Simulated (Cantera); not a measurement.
A closed system holds: 1 mol Nb2O5, 4.9 mol H2, 7.2 mol H2O, equilibrated at 15.0 mbar.

These are equilibrium values from Cantera (NASA tables, ideal gas, pure condensed phases), not measurements of a reactor. Candidate condensed phases: H2O, Nb, NbO, NbO2, Nb2O5; 12 gas species. Condensed phases not in the tables: the oxides between NbO2 and Nb2O5. The numbers say what is thermodynamically allowed, not how fast it happens.

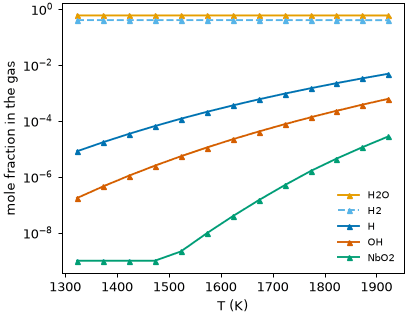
Figure: Equilibrium gas composition (values under 1e-9 drawn at 1e-9)

From 1323 K to 1773 K the condensed part is Nb2O5(s). From 1823 K to 1923 K the condensed part is Nb2O5(l).
